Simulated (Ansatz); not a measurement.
# AlClH6OSi: two geometries relaxed, part 2 of 2

Aim: relax the geometries before and after the reaction (exchange4), and see whether they are two minima and how far apart in energy. Meant to form: Al1–O6, H5–Cl2; to break: Al1–Cl2, H5–O6. The start is a guess near the saddle point, from which both ends are pulled out.

Ansatz 0.2.0; RKS B3LYP-D4/def2-SVP.

## 4. A restrained relaxation towards end B

Springs on the bonds that form and break draw the guess towards this end; the thresholds are loose.

The input, input.yaml:

```yaml
crystal:
  periodic: [false, false, false]
  atoms:
    - { symbol: Al, position_ang: [-0.3196, -1.9563, 0.0355] }
    - { symbol: Cl, position_ang: [2.1931, -1.596, -0.5332] }
    - { symbol: H, position_ang: [-1.1253, -2.4498, -1.1706] }
    - { symbol: H, position_ang: [-0.5766, -2.4734, 1.4562] }
    - { symbol: H, position_ang: [1.0699, -0.281, -0.2423] }
    - { symbol: O, position_ang: [-0.0727, 0.2087, 0.0237] }
    - { symbol: Si, position_ang: [-0.2573, 1.8328, 0.0938] }
    - { symbol: H, position_ang: [0.5832, 2.3007, 1.1957] }
    - { symbol: H, position_ang: [0.1848, 2.3606, -1.1963] }
    - { symbol: H, position_ang: [-1.6796, 2.0536, 0.3375] }
basis:
  gaussian: { orbitals: def2-SVP }
hamiltonian:
  xc: b3lyp
  dispersion: d4
relax:
  f_tol: 0.15
  max_steps: 25
  restrain:
    - { distance: [0, 5], at: 1.87, k: 30.0 }
    - { distance: [4, 1], at: 1.33, k: 30.0 }
    - { distance: [0, 1], at: 3.53, k: 30.0 }
    - { distance: [4, 5], at: 2.27, k: 30.0 }
```

The run is started by

```
ansatz run input.yaml --threads 2 --pin off --max-ram 3072MiB --backend cpu --events-out ev --progress --plain --runs-dir out
```

What it wrote:

```text
Warning: RAYON_NUM_THREADS=2 ignored (pool sized by the plan → 2); use --threads N
The last accepted step is kept in <dir> (removed where the run ends without a failure and the disk answers)
Engine: ansatz 0.2.0, x86_64-unknown-linux-gnu
Functional definition: B3LYP
  parameter a0 = 0.2
  parameter ax = 0.72
  parameter ac = 0.81
  exchange = (1 - a0 - ax)*slater_x + ax*b88_x + a0*exact_x
  correlation = (1 - ac)*vwn_rpa_c + ac*lyp_c
979 factors; integrals over basis functions are off by at most 6.0e-4 eV
mean field evaluation 1: about -29130.9180 eV, gradient 4.8e1 eV
mean field evaluation 2: about -29118.8057 eV, gradient 9.3e1 eV
mean field evaluation 4: about -29135.1514 eV, gradient 3.9e0 eV
mean field evaluation 8: about -29135.1916 eV, gradient 5.3e-2 eV
mean field -29135.19160903 eV, -1070.6985430896 hartree, gradient 2.6e-5 eV, S^2 0.000000; 0 other end points of the search recorded, 0 dependent functions left out
the calculation of the forces begins
reference -29135.19190981 eV, -1070.6985541431 hartree; 29, 29 occupied and 69, 69 virtual orbitals, 979 factors
relax step   1: F+E_penalty+E_count = -29135.52449158 eV  Δ(F+E_penalty+E_count) = +0.000e0 eV  max|allowed force component| = 4.844e0 eV/Å  E_restraint = 32.02432039 eV  max|allowed force component, restraints' pulls added| = 3.347e1 eV/Å  Δτ_max = 0.0000 Å  (24 SCF iters, accepted)
  distance Al 0 - O 5 = 2.1791 Å
  distance H 4 - Cl 1 = 1.7537 Å
  distance Al 0 - Cl 1 = 2.6013 Å
  distance H 4 - O 5 = 1.2713 Å
these checks for a lower state are left out or cut short: starts, cluster_reference, orbital_swaps, neighbouring_geometries, increment
979 factors; integrals over basis functions are off by at most 6.1e-4 eV
mean field evaluation 16: about -29134.0416 eV, gradient 1.3e1 eV
mean field -29134.74832985 eV, -1070.6822528804 hartree, gradient 7.5e-6 eV, S^2 0.000000; 0 other end points of the search recorded, 0 dependent functions left out
the calculation of the forces begins
reference -29134.74863510 eV, -1070.6822640982 hartree; 29, 29 occupied and 69, 69 virtual orbitals, 979 factors
relax step   2: F+E_penalty+E_count = -29135.08044798 eV  Δ(F+E_penalty+E_count) = +4.440e-1 eV  max|allowed force component| = 3.879e0 eV/Å  E_restraint = 15.64843540 eV  max|allowed force component, restraints' pulls added| = 2.504e1 eV/Å  Δτ_max = 0.1949 Å  (30 SCF iters, accepted)
  distance Al 0 - O 5 = 2.0928 Å
  distance H 4 - Cl 1 = 1.5904 Å
  distance Al 0 - Cl 1 = 2.8868 Å
  distance H 4 - O 5 = 1.5544 Å
these checks for a lower state are left out or cut short: starts, cluster_reference, orbital_swaps, neighbouring_geometries, increment
979 factors; integrals over basis functions are off by at most 6.4e-4 eV
mean field -29134.95163195 eV, -1070.6897240945 hartree, gradient 6.8e-5 eV, S^2 0.000000; 0 other end points of the search recorded, 0 dependent functions left out
the calculation of the forces begins
reference -29134.95194058 eV, -1070.6897354365 hartree; 29, 29 occupied and 69, 69 virtual orbitals, 979 factors
relax step   3: F+E_penalty+E_count = -29135.27868823 eV  Δ(F+E_penalty+E_count) = -1.982e-1 eV  max|allowed force component| = 3.624e0 eV/Å  E_restraint = 5.59786486 eV  max|allowed force component, restraints' pulls added| = 1.443e1 eV/Å  Δτ_max = 0.1949 Å  (27 SCF iters, accepted)
  distance Al 0 - O 5 = 1.9968 Å
  distance H 4 - Cl 1 = 1.4345 Å
  distance Al 0 - Cl 1 = 3.1055 Å
  distance H 4 - O 5 = 1.8626 Å
these checks for a lower state are left out or cut short: starts, cluster_reference, orbital_swaps, neighbouring_geometries, increment
979 factors; integrals over basis functions are off by at most 9.5e-4 eV
mean field evaluation 32: about -29135.3435 eV, gradient 3.9e-1 eV
mean field -29135.34433487 eV, -1070.7041556609 hartree, gradient 1.6e-5 eV, S^2 0.000000; 0 other end points of the search recorded, 0 dependent functions left out
the calculation of the forces begins
reference -29135.34464528 eV, -1070.7041670682 hartree; 29, 29 occupied and 69, 69 virtual orbitals, 979 factors
relax step   4: F+E_penalty+E_count = -29135.66509185 eV  Δ(F+E_penalty+E_count) = -3.864e-1 eV  max|allowed force component| = 2.595e0 eV/Å  E_restraint = 0.55241328 eV  max|allowed force component, restraints' pulls added| = 4.407e0 eV/Å  Δτ_max = 0.1947 Å  (27 SCF iters, accepted)
  distance Al 0 - O 5 = 1.8649 Å
  distance H 4 - Cl 1 = 1.3167 Å
  distance Al 0 - Cl 1 = 3.3719 Å
  distance H 4 - O 5 = 2.1621 Å
these checks for a lower state are left out or cut short: starts, cluster_reference, orbital_swaps, neighbouring_geometries, increment
981 factors; integrals over basis functions are off by at most 6.1e-4 eV
mean field -29135.61163579 eV, -1070.7139787884 hartree, gradient 8.7e-6 eV, S^2 0.000000; 0 other end points of the search recorded, 0 dependent functions left out
the calculation of the forces begins
reference -29135.61194747 eV, -1070.7139902424 hartree; 29, 29 occupied and 69, 69 virtual orbitals, 981 factors
relax step   5: F+E_penalty+E_count = -29135.92748997 eV  Δ(F+E_penalty+E_count) = -2.624e-1 eV  max|allowed force component| = 1.716e0 eV/Å  E_restraint = 0.07985700 eV  max|allowed force component, restraints' pulls added| = 1.066e0 eV/Å  Δτ_max = 0.1942 Å  (27 SCF iters, accepted)
  distance Al 0 - O 5 = 1.8040 Å
  distance H 4 - Cl 1 = 1.3049 Å
  distance Al 0 - Cl 1 = 3.5170 Å
  distance H 4 - O 5 = 2.2829 Å
these checks for a lower state are left out or cut short: starts, cluster_reference, orbital_swaps, neighbouring_geometries, increment
979 factors; integrals over basis functions are off by at most 9.9e-4 eV
mean field -29135.62679324 eV, -1070.7145358143 hartree, gradient 2.6e-5 eV, S^2 0.000000; 0 other end points of the search recorded, 0 dependent functions left out
the calculation of the forces begins
reference -29135.62710501 eV, -1070.7145472719 hartree; 29, 29 occupied and 69, 69 virtual orbitals, 979 factors
relax step   6: F+E_penalty+E_count = -29135.94531892 eV  Δ(F+E_penalty+E_count) = -1.783e-2 eV  max|allowed force component| = 2.369e0 eV/Å  E_restraint = 0.06194378 eV  max|allowed force component, restraints' pulls added| = 8.940e-1 eV/Å  Δτ_max = 0.0921 Å  (26 SCF iters, accepted)
  distance Al 0 - O 5 = 1.8076 Å
  distance H 4 - Cl 1 = 1.3162 Å
  distance Al 0 - Cl 1 = 3.5238 Å
  distance H 4 - O 5 = 2.2680 Å
these checks for a lower state are left out or cut short: starts, cluster_reference, orbital_swaps, neighbouring_geometries, increment
979 factors; integrals over basis functions are off by at most 1.0e-3 eV
mean field -29135.63790955 eV, -1070.7149443312 hartree, gradient 3.5e-5 eV, S^2 0.000000; 0 other end points of the search recorded, 0 dependent functions left out
the calculation of the forces begins
reference -29135.63822069 eV, -1070.7149557656 hartree; 29, 29 occupied and 69, 69 virtual orbitals, 979 factors
relax step   7: F+E_penalty+E_count = -29135.95461190 eV  Δ(F+E_penalty+E_count) = -9.293e-3 eV  max|allowed force component| = 1.787e0 eV/Å  E_restraint = 0.05843768 eV  max|allowed force component, restraints' pulls added| = 5.847e-2 eV/Å  Δτ_max = 0.0389 Å  (24 SCF iters, accepted)
  distance Al 0 - O 5 = 1.8103 Å
  distance H 4 - Cl 1 = 1.3134 Å
  distance Al 0 - Cl 1 = 3.5241 Å
  distance H 4 - O 5 = 2.2652 Å
these checks for a lower state are left out or cut short: starts, cluster_reference, orbital_swaps, neighbouring_geometries, increment
979 factors; integrals over basis functions are off by at most 9.5e-4 eV
mean field -29135.63105155 eV, -1070.7146923043 hartree, gradient 3.6e-5 eV, S^2 0.000000; 0 other end points of the search recorded, 0 dependent functions left out
the calculation of the forces begins
reference -29135.63136365 eV, -1070.7147037738 hartree; 29, 29 occupied and 69, 69 virtual orbitals, 979 factors
relax step   8: F+E_penalty+E_count = -29135.94280280 eV  Δ(F+E_penalty+E_count) = +1.181e-2 eV  max|allowed force component| = 1.829e0 eV/Å  E_restraint = 0.05230310 eV  max|allowed force component, restraints' pulls added| = 2.703e-1 eV/Å  Δτ_max = 0.1527 Å  (23 SCF iters, rejected (line search))
  distance Al 0 - O 5 = 1.8121 Å
  distance H 4 - Cl 1 = 1.3206 Å
  distance Al 0 - Cl 1 = 3.5235 Å
  distance H 4 - O 5 = 2.2685 Å
these checks for a lower state are left out or cut short: starts, cluster_reference, orbital_swaps, neighbouring_geometries, increment
979 factors; integrals over basis functions are off by at most 9.9e-4 eV
mean field evaluation 64: about -29135.6415 eV, gradient 5.0e-6 eV
mean field -29135.64148574 eV, -1070.7150757538 hartree, gradient 3.3e-5 eV, S^2 0.000000; 0 other end points of the search recorded, 0 dependent functions left out
the calculation of the forces begins
reference -29135.64179709 eV, -1070.7150871959 hartree; 29, 29 occupied and 69, 69 virtual orbitals, 979 factors
relax step   9: F+E_penalty+E_count = -29135.95623095 eV  Δ(F+E_penalty+E_count) = -1.619e-3 eV  max|allowed force component| = 1.752e0 eV/Å  E_restraint = 0.05673280 eV  max|allowed force component, restraints' pulls added| = 7.548e-2 eV/Å  Δτ_max = 0.0592 Å  (23 SCF iters, accepted)
  distance Al 0 - O 5 = 1.8109 Å
  distance H 4 - Cl 1 = 1.3152 Å
  distance Al 0 - Cl 1 = 3.5238 Å
  distance H 4 - O 5 = 2.2648 Å
979 factors; integrals over basis functions are off by at most 9.9e-4 eV
mean field -29135.64148574 eV, -1070.7150757538 hartree, gradient 3.3e-5 eV, S^2 0.000000; 1 other end points of the search recorded, 0 dependent functions left out
the calculation of the forces begins
reference -29135.64179709 eV, -1070.7150871959 hartree; 29, 29 occupied and 69, 69 virtual orbitals, 979 factors
Total energy: -29135.95654231 eV, -1070.7266538691 hartree
Atom 0 at    -0.754844    -1.702104     0.147879 Å, force     0.621700     1.752430    -0.130966 eV/Å
Atom 1 at     2.670381    -1.478691    -0.648905 Å, force    -0.494678     0.372330     0.110192 eV/Å
Atom 2 at    -1.273184    -2.359098    -1.184599 Å, force     0.002136     0.001487     0.006968 eV/Å
Atom 3 at    -0.670446    -2.379060     1.565710 Å, force     0.001506     0.001490    -0.003736 eV/Å
Atom 4 at     1.856659    -0.460725    -0.472130 Å, force     0.202805    -0.362281    -0.041281 eV/Å
Atom 5 at    -0.287144     0.044857     0.054881 Å, force    -0.315979    -1.720045     0.052283 eV/Å
Atom 6 at    -0.369790     1.695770     0.120478 Å, force    -0.013375    -0.072927     0.013172 eV/Å
Atom 7 at     0.461350     2.208746     1.249911 Å, force     0.010675     0.012374    -0.008006 eV/Å
Atom 8 at     0.142870     2.276433    -1.155614 Å, force     0.013517     0.016746     0.001339 eV/Å
Atom 9 at    -1.775952     2.153772     0.322388 Å, force    -0.028307    -0.001604     0.000034 eV/Å
Dipole moment:    -0.213962     0.043053     0.048574 e Å
```

Run time: 25 s. Hardware: 2 threads of Intel Xeon Platinum 8259CL at 2.50GHz (Skylake/Cascade Lake), shared host; peak memory 0.23 GiB.

Relaxation path:

```
step  energy from step 1 (eV)  largest force component (eV/Å)
   1                   0.0000                          4.8440
   2                   0.4440                          3.8787
   3                   0.2458                          3.6236
   4                  -0.1406                          2.5947
   5                  -0.4030                          1.7157
   6                  -0.4208                          2.3692
   7                  -0.4301                          1.7873
  8x                  -0.4183                          1.8292
   9                  -0.4317                          1.7524
```

Step 1 is the start. 1 step was tried and not accepted (8; marked x where the table lists them). Energies and forces in the table leave out the springs, which the log lists apart; the run stops on the force with the springs' pull added.

After: Bond lengths: Al1–H3 1.573 Å, Al1–H4 1.573 Å, Cl2–H5 1.315 Å, Al1–O6 1.811 Å, O6–Si7 1.654 Å, Si7–H8 1.493 Å, Si7–H9 1.493 Å, Si7–H10 1.493 Å. Angles: H3–Al1–H4 127.0°, H3–Al1–O6 116.4°, H4–Al1–O6 116.6°, Al1–O6–Si7 161.4°, O6–Si7–H8 110.2°, O6–Si7–H9 109.7°, O6–Si7–H10 111.0°, H8–Si7–H9 108.8°, H8–Si7–H10 108.5°, H9–Si7–H10 108.7°.

Pairs that crossed the distance rule for bonds on the way: came closer Cl2–H5; moved apart Al1–Cl2.

## 5. End point B

It starts where the restrained run ended.

The input, input.yaml:

```yaml
crystal:
  periodic: [false, false, false]
  atoms:
    - { symbol: Al, position_ang: [-0.754844, -1.702104, 0.147879] }
    - { symbol: Cl, position_ang: [2.670381, -1.478691, -0.648905] }
    - { symbol: H, position_ang: [-1.273184, -2.359098, -1.184599] }
    - { symbol: H, position_ang: [-0.670446, -2.37906, 1.56571] }
    - { symbol: H, position_ang: [1.856659, -0.460725, -0.47213] }
    - { symbol: O, position_ang: [-0.287144, 0.044857, 0.054881] }
    - { symbol: Si, position_ang: [-0.36979, 1.69577, 0.120478] }
    - { symbol: H, position_ang: [0.46135, 2.208746, 1.249911] }
    - { symbol: H, position_ang: [0.14287, 2.276433, -1.155614] }
    - { symbol: H, position_ang: [-1.775952, 2.153772, 0.322388] }
basis:
  gaussian: { orbitals: def2-SVP }
hamiltonian:
  xc: b3lyp
  dispersion: d4
relax:
  f_tol: 0.03
  max_steps: 50
```

The run is started by

```
ansatz run input.yaml --threads 2 --pin off --max-ram 3072MiB --backend cpu --events-out ev --progress --plain --runs-dir out
```

What it wrote, shortened:

```text
Warning: RAYON_NUM_THREADS=2 ignored (pool sized by the plan → 2); use --threads N
[...]
[... 1 set-up line as earlier in the session ...]
[...]
981 factors; integrals over basis functions are off by at most 5.0e-4 eV
[...]
mean field -29135.64148525 eV, -1070.7150757360 hartree, gradient 3.2e-5 eV, S^2 0.000000; 0 other end points of the search recorded, 0 dependent functions left out
[...]
reference -29135.64179644 eV, -1070.7150871718 hartree; 29, 29 occupied and 69, 69 virtual orbitals, 981 factors
relax step   1: F+E_penalty+E_count = -29135.95623047 eV  Δ(F+E_penalty+E_count) = +0.000e0 eV  max|allowed force component| = 1.752e0 eV/Å  Δτ_max = 0.0000 Å  (23 SCF iters, accepted)
[...]
relax step   4: F+E_penalty+E_count = -29136.18468904 eV  Δ(F+E_penalty+E_count) = -2.447e-2 eV  max|allowed force component| = 3.977e-1 eV/Å  Δτ_max = 0.1951 Å  (27 SCF iters, accepted)
[...]
relax step   7: F+E_penalty+E_count = -29136.19829097 eV  Δ(F+E_penalty+E_count) = -2.746e-3 eV  max|allowed force component| = 1.445e-1 eV/Å  Δτ_max = 0.0166 Å  (25 SCF iters, accepted)
[...]
relax step  10: F+E_penalty+E_count = -29136.21642285 eV  Δ(F+E_penalty+E_count) = -2.166e-3 eV  max|allowed force component| = 8.540e-2 eV/Å  Δτ_max = 0.0176 Å  (25 SCF iters, accepted)
[...]
relax step  13: F+E_penalty+E_count = -29136.29659083 eV  Δ(F+E_penalty+E_count) = -6.413e-2 eV  max|allowed force component| = 6.380e-1 eV/Å  Δτ_max = 0.0853 Å  (27 SCF iters, accepted)
[...]
relax step  14: F+E_penalty+E_count = -29136.41486125 eV  Δ(F+E_penalty+E_count) = -1.183e-1 eV  max|allowed force component| = 2.002e0 eV/Å  Δτ_max = 0.1944 Å  (29 SCF iters, accepted)
[...]
982 factors; integrals over basis functions are off by at most 1.3e-3 eV
```

## 6. More of the same log: end point B relaxed

The log, continued, shortened:

```text
mean field -29136.31934155 eV, -1070.7399864955 hartree, gradient 8.2e-6 eV, S^2 0.000000; 0 other end points of the search recorded, 0 dependent functions left out
[...]
reference -29136.31963043 eV, -1070.7399971116 hartree; 29, 29 occupied and 69, 69 virtual orbitals, 982 factors
relax step  15: F+E_penalty+E_count = -29136.66551813 eV  Δ(F+E_penalty+E_count) = -2.507e-1 eV  max|allowed force component| = 2.629e0 eV/Å  Δτ_max = 0.1946 Å  (27 SCF iters, accepted)
[...]
relax step  17: F+E_penalty+E_count = -29136.80643097 eV  Δ(F+E_penalty+E_count) = +8.489e-3 eV  max|allowed force component| = 1.893e0 eV/Å  Δτ_max = 0.0919 Å  (26 SCF iters, rejected (line search))
[...]
relax step  19: F+E_penalty+E_count = -29136.95606043 eV  Δ(F+E_penalty+E_count) = -6.003e-2 eV  max|allowed force component| = 1.931e-1 eV/Å  Δτ_max = 0.0995 Å  (26 SCF iters, accepted)
[...]
Atom 0 at    -0.140109    -1.773931    -0.005335 Å, force    -0.010073     0.028596     0.007312 eV/Å
Atom 1 at     1.885966    -2.408727    -0.486974 Å, force     0.005047     0.004834    -0.002807 eV/Å
Atom 2 at    -1.193277    -1.899177    -1.182679 Å, force     0.003505    -0.002221     0.004082 eV/Å
Atom 3 at    -0.562010    -1.946073     1.512726 Å, force    -0.003191     0.000435    -0.006874 eV/Å
Atom 4 at     1.385449     0.066061    -0.323361 Å, force    -0.001633    -0.000483     0.005820 eV/Å
Atom 5 at     0.436221     0.133552    -0.106415 Å, force     0.007272    -0.013420    -0.010357 eV/Å
Atom 6 at    -0.306805     1.671396     0.108214 Å, force     0.007705    -0.012857     0.000492 eV/Å
Atom 7 at     0.287245     2.324475     1.301244 Å, force    -0.003275    -0.004800     0.005981 eV/Å
Atom 8 at    -0.052997     2.480165    -1.110472 Å, force    -0.009754    -0.006257    -0.004188 eV/Å
Atom 9 at    -1.739784     1.352157     0.293049 Å, force     0.004397     0.006172     0.000539 eV/Å
Dipole moment:    -0.058997     1.124423     0.035225 e Å
```

It took 62 s on 2 threads of Intel Xeon Platinum 8259CL at 2.50GHz (Skylake/Cascade Lake), shared host; peak memory 0.23 GiB.

Step by step:

```
step  energy from step 1 (eV)  largest force component (eV/Å)
   1                   0.0000                          1.7525
   2                  -0.1280                          0.8930
   3                  -0.2040                          0.2446
   4                  -0.2285                          0.3977
   5                  -0.2286                          0.2976
   6                  -0.2393                          0.1566
   7                  -0.2421                          0.1445
   8                  -0.2533                          0.0882
   9                  -0.2580                          0.1644
  10                  -0.2602                          0.0854
  11                  -0.2628                          0.1186
  12                  -0.2762                          0.3527
  13                  -0.3404                          0.6380
  14                  -0.4586                          2.0024
  15                  -0.7093                          2.6288
  16                  -0.8587                          1.4326
 17x                  -0.8502                          1.8929
  18                  -0.9398                          0.6022
  19                  -0.9998                          0.1931
  20                  -1.0170                          0.0718
  21                  -1.0200                          0.1467
  22                  -1.0216                          0.0703
  23                  -1.0224                          0.0286
```

Step 1 is the start. 1 step was tried and not accepted (17; marked x where the table lists them).

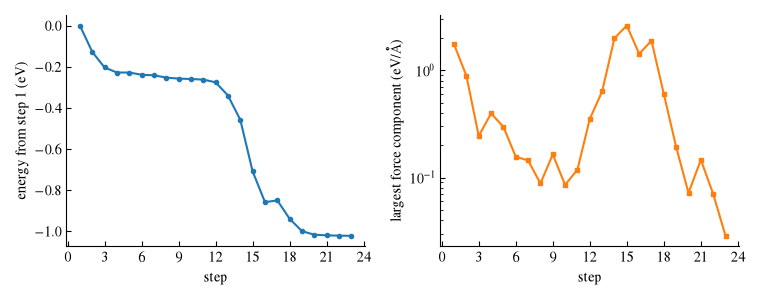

How energy and force went from step to step.

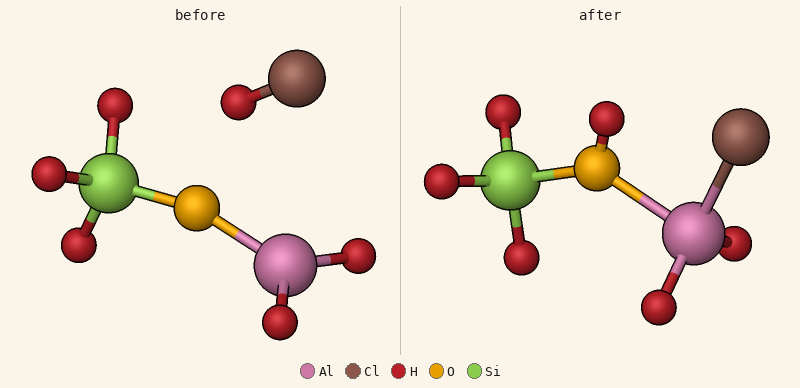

Before and after, at one scale.

After: Bond lengths: Al1–Cl2 2.177 Å, Al1–H3 1.585 Å, Al1–H4 1.585 Å, Al1–O6 1.995 Å, H5–O6 0.976 Å, O6–Si7 1.721 Å, Si7–H8 1.484 Å, Si7–H9 1.484 Å, Si7–H10 1.480 Å. Angles (14 of 15 angles, heavy atoms first): Cl2–Al1–O6 89.9°, Al1–O6–Si7 136.3°, Cl2–Al1–H3 115.5°, Cl2–Al1–H4 115.3°, H3–Al1–O6 103.3°, H4–Al1–O6 103.3°, Al1–O6–H5 103.1°, H5–O6–Si7 120.6°, O6–Si7–H8 108.7°, O6–Si7–H9 108.1°, O6–Si7–H10 103.9°, H3–Al1–H4 121.7°, H8–Si7–H9 110.6°, H8–Si7–H10 112.5°.

Pairs that crossed the distance rule for bonds on the way: came closer Al1–Cl2, H5–O6; moved apart Cl2–H5.

## 7. Outcome

This closing draws on all 2 parts.

| quantity | value |
| --- | --- |
| end A | 12 moves, 0.799 eV lower |
| end B | 21 moves, 1.022 eV lower |
| largest difference between the ends | 0.10 Å |
| end B relative to end A | +0.000 eV |

What this shows: Both starts fell into the same minimum (no atom differs by more than 0.10 Å), so from this start no second minimum was found and no band was run; another arrangement could still be one.
